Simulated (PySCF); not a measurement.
# AlF₃: electronic structure

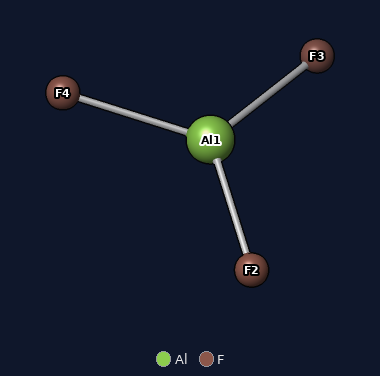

The molecule, with its atoms numbered as below. No frequency check shows the geometry to be a minimum.

Cartesian coordinates (Å):

```
Al1      0.0002   -0.0001    0.0000
F2      -0.4223    1.5755    0.0000
F3      -1.1535   -1.1533    0.0000
F4       1.5755   -0.4220    0.0000
```

Part 1: Bonding charge

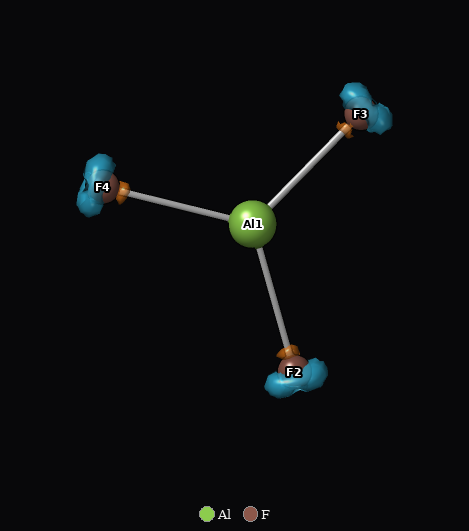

Deformation density (molecule less spherical, spin-averaged free atoms at the same positions), surfaces at ±0.3 e/Å³; light blue: gain, orange: loss.

Method: CAM-B3LYP/6-311G**; geometry: GFN2-xTB; program: PySCF.

Question: How much density has each bond gained at its critical point, relative to the free atoms?

Answer: Al1–F4, Al1–F3 and Al1–F2: +0.03 e/Å³ at the bond critical point (bond length 1.63 Å, Mayer order 1.0); up to 0.6 Å beside the axis the gain reaches +0.24 e/Å³. In all, 1.1 electrons gather in the regions of gain relative to the promolecule. A small or negative value marks a very polar bond, one between electron-rich atoms, whose free-atom densities already overlap strongly, a long bond to a heavier atom, or a closed-shell contact such as a hydrogen bond.

Question: Where do the Hirshfeld charges lie?

Answer: The highest Hirshfeld charge is on Al1 (+0.87 e), the lowest on F2, F3 and F4 (−0.29 e).

Part 2: Local ionisation energy

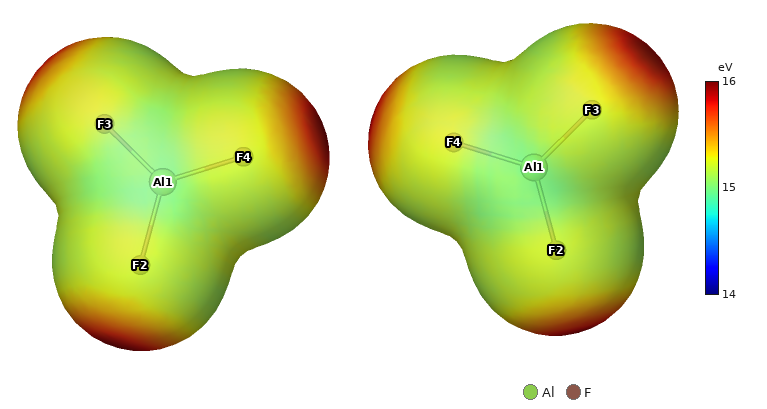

Average local ionisation energy on the surface of electron density 0.001 a.u. (back view left, front view right).

Question: Where are the most loosely bound electrons on this surface?

Answer: The lowest value is 15.0 eV, off the molecular plane, over Al1 (1.7 Å), and at like points elsewhere. Further minima include 15.1 eV, 1.7 Å from F2, and at like points elsewhere; 15.1 eV, 1.7 Å from F2, and at like points elsewhere. For comparison, the highest occupied orbital lies at −13.0 eV.

Part 3: Excited states

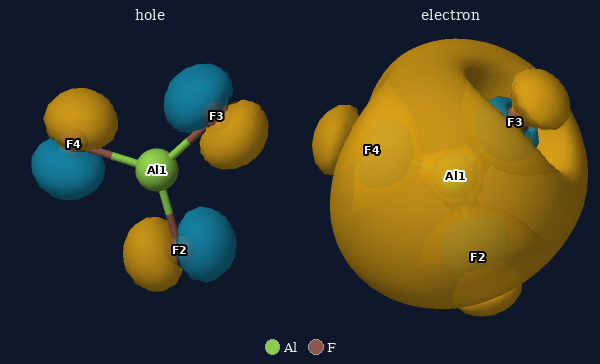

Leading natural transition orbital pair of S₁ (TDA singlet states); the surfaces enclose about 85 % of each orbital's density.

Level of theory: CAM-B3LYP/def2-TZVP (PySCF), at a geometry from GFN2-xTB. Without diffuse functions Rydberg states are missing, so the states' numbers hold for this basis only.

Question: Characterise the state.

Answer: 8.53 eV (145 nm), f = 0.000 (dark), n → σ*; the leading pair carries 98 %; hole on F2, F3 and F4 (31 % each) and Al1 (6 %), electron on Al1 (70 %) and F2, F3 and F4 (10 % each); their centroids lie 0.0 Å apart. In canonical orbitals it is mainly HOMO → LUMO (98 %). The HOMO–LUMO gap is 12.61 eV.
